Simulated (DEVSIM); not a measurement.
Device: Au/SiO2/n-GaSb capacitor, at 300 K.

| layer (left to right) | material | thickness (nm) | Nd (cm⁻³) |
|---|---|---|---|
| 1 | SiO2 | 4.60 | - |
| 2 | GaSb | 9400 | 4.1e15 |

Metal gate on the left, work function 5.1 eV. Fixed charge at the semiconductor interface -8.3e10 cm⁻² (in units of +e); interface traps 4.8e11 cm⁻² eV⁻¹, uniform in energy, neutral level at 0.3 of the gap above the valence band.

This is a model device: material constants are rounded textbook-type values typed into the input, and sizes, dopings and lifetimes were drawn at random. Values at 300 K.

```tsv
parameter	SiO2	GaSb
gap (eV)	9	0.726
affinity (eV)	0.9	4.06
permittivity	3.9	15.7
Nc (cm⁻³)	-	2.1e17
Nv (cm⁻³)	-	1.8e19
```

DEVSIM, 1D Poisson equation in equilibrium, Boltzmann statistics, complete ionisation; no quantum confinement or tunnelling. Metal contacts follow the ideal Schottky-Mott rule: no Fermi-level pinning, no interface dipoles.

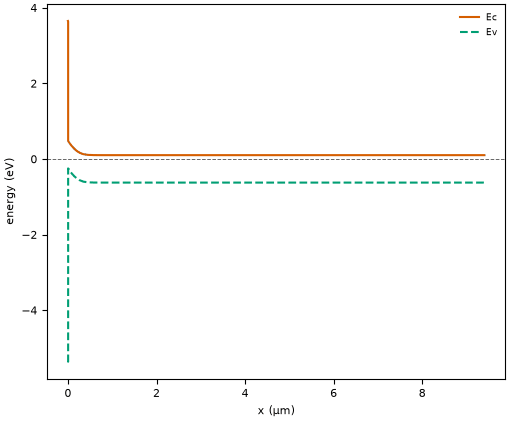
Fig. 1. Band edges at 0.55 V on the gate

Energies count from the Fermi level of the right contact; mesh points crowd at the junctions.

| x (μm) | Ec (eV) | Ev (eV) | n (cm⁻³) | p (cm⁻³) | field (V/cm) |
|---|---|---|---|---|---|
| 0.000 | 3.650 | -5.350 | < 1e2 | < 1e2 | -28000 |
| 0.001225 | 3.647 | -5.354 | < 1e2 | < 1e2 | -28000 |
| 0.002947 | 3.642 | -5.358 | < 1e2 | < 1e2 | -28000 |
| 0.004316 | 3.638 | -5.362 | < 1e2 | < 1e2 | -28000 |
| 0.006241 | 0.474 | -0.252 | 2.3e9 | 1.0e15 | -18000 |
| 0.009975 | 0.467 | -0.259 | 3.0e9 | 8.1e14 | -18000 |
| 0.01869 | 0.452 | -0.274 | 5.4e9 | 4.4e14 | -18000 |
| 0.05011 | 0.399 | -0.327 | 4.2e10 | 5.8e13 | -16000 |
| 0.1123 | 0.308 | -0.418 | 1.4e12 | 1.7e12 | -13000 |
| 0.2575 | 0.168 | -0.558 | 3.2e14 | 7.6e9 | -6300 |
| 0.5963 | 0.103 | -0.623 | 3.9e15 | 6.1e8 | -140 |
| 1.818 | 0.102 | -0.624 | 4.1e15 | 5.9e8 | ≈ 0 |
| 4.237 | 0.102 | -0.624 | 4.1e15 | 5.9e8 | ≈ 0 |
| 7.098 | 0.102 | -0.624 | 4.1e15 | 5.9e8 | ≈ 0 |
| 8.677 | 0.102 | -0.624 | 4.1e15 | 5.9e8 | ≈ 0 |
| 9.093 | 0.102 | -0.624 | 4.1e15 | 5.9e8 | ≈ 0 |
| 9.272 | 0.102 | -0.624 | 4.1e15 | 5.9e8 | ≈ 0 |
| 9.348 | 0.102 | -0.624 | 4.1e15 | 5.9e8 | ≈ 0 |
| 9.387 | 0.102 | -0.624 | 4.1e15 | 5.9e8 | ≈ 0 |
| 9.398 | 0.102 | -0.624 | 4.1e15 | 5.9e8 | ≈ 0 |
| 9.402 | 0.102 | -0.624 | 4.1e15 | 5.9e8 | ≈ 0 |
| 9.405 | 0.102 | -0.624 | 4.1e15 | 5.9e8 | ≈ 0 |
